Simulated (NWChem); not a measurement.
# UB3LYP5/pcseg-2 (scan kind bond) run of MgCl (SMILES [Mg][Cl])

Wanted: the energy along one coordinate of MgCl. 

The results are computed with NWChem 7.3.0.

1 further run of the same task is left out (it didn't finish).

## 1. The system as given

MgCl: 2 atoms, total charge 0, spin state doublet. SMILES: `[Mg][Cl]`. The Mg1–Cl2 distance was set to 1.879 Å, away from the relaxed value.

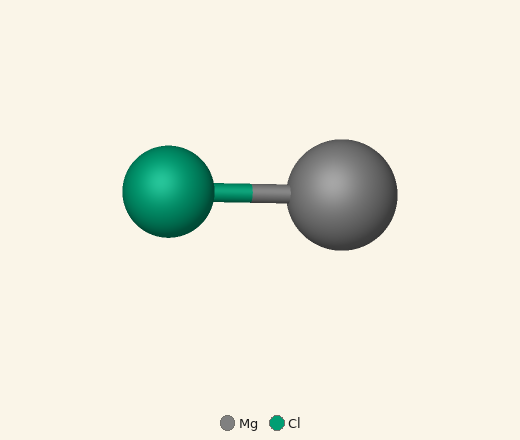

Viewed from a chosen angle; magnesium grey, chlorine teal.

## 2. An energy scan at UB3LYP5/pcseg-2 (scan kind bond)

Input file a.nw:

```
START a
TITLE "ClMg B3LYP5"
memory 2200 mb

GEOMETRY noautosym nocenter
   zmatrix
     Mg
     Cl 1 r2
   variables
     r2 1.879
   end
END

BASIS spherical
   * library pcseg-2
END

DFT
   xc vwn_5 0.19 lyp 0.81 hfexch 0.20 slater 0.80 becke88 nonlocal 0.72
   mult 2
   grid xfine
   maxiter 150
   mulliken
   noprint "final vectors analysis"
END

TASK dft energy

GEOMETRY units angstroms noautosym nocenter
   zmatrix
     Mg
     Cl 1 r2
   variables
     r2 2.033
   end
END

task dft energy

GEOMETRY units angstroms noautosym nocenter
   zmatrix
     Mg
     Cl 1 r2
   variables
     r2 2.21
   end
END

task dft energy

GEOMETRY noautosym nocenter
   zmatrix
     Mg
     Cl 1 r2
   variables
     r2 2.431
   end
END

task dft energy

GEOMETRY units angstroms noautosym nocenter
   zmatrix
     Mg
     Cl 1 r2
   variables
     r2 2.763
   end
END

task dft energy

GEOMETRY units angstrom noautosym nocenter
   zmatrix
     Mg
     Cl 1 r2
   variables
     r2 3.315
   end
END

task dft energy

GEOMETRY units angstrom noautosym nocenter
   zmatrix
     Mg
     Cl 1 r2
   variables
     r2 3.978
   end
END

task dft energy
```

Command:

```
$ nwchem a.nw > a.out
```

Standard output:

```text
[...]
          Wavefunction type:  spin polarized.
          No. of atoms     :     2
          No. of electrons :    29
[...]
          Charge           :     0
          Spin multiplicity:     2
[...]
          AO basis - number of functions:    53
[...]
              XC Information
              --------------
                     Hartree-Fock (Exact) Exchange  0.200
                        Slater Exchange Functional  0.800 local
                    Becke 1988 Exchange Functional  0.720 non-local
                      VWN V Correlation Functional  0.190 local
              Lee-Yang-Parr Correlation Functional  0.810
[...]
 d= 0,ls=0.0,diis     1   -660.2080532632 -7.18D+02  1.06D-02  1.48D-01     1.0
[...]
         Total DFT energy =     -660.241370391450
[...]
         Total DFT energy =     -660.270800549506
[...]
         Total DFT energy =     -660.274342477302
[...]
         Total DFT energy =     -660.252838710486
[...]
         Total DFT energy =     -660.218293669955
[...]
 d= 0,ls=0.0,diis     8   -660.1952119666 -3.54D-07  4.90D-06  1.49D-08    30.4
[...]
         Total DFT energy =     -660.195211966583
      One electron energy =     -969.824048852292
           Coulomb energy =      327.089046644401
    Exchange-Corr. energy =      -44.597504579189
 Nuclear repulsion energy =       27.137294820497
[...]
      Total Density - Mulliken Population Analysis
     ---------------------------------------------
    Atom       Charge   Shell Charges
 -----------   ------   -------------------------------------------------------
    1 Mg  12    11.58   2.00  0.58  1.41  1.03  0.53  6.01 -0.00  0.03  0.00
    2 Cl  17    17.42   2.01  0.36  1.60  1.09  0.93  5.91  1.09  2.75  1.68  0.00  0.00  0.00
[...]
      <S2> =      0.7617 (Exact =     0.7500)
[...]
```

Wall time 31 s (1 thread of AMD EPYC 7B13 (Zen 3), shared host); peak memory 0.11 GiB.

The scan, from its lowest point:

```
Cl2–Mg1 (Å)  energy (kJ/mol)
      1.879            102.0
      2.033             24.8
      2.210              0.0
      2.431             15.5
      2.763             71.9
      3.315            162.6
      3.978            223.2
```

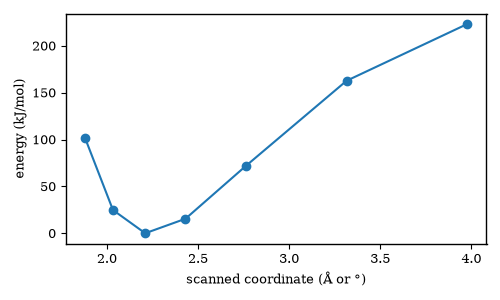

Energy along the scan.
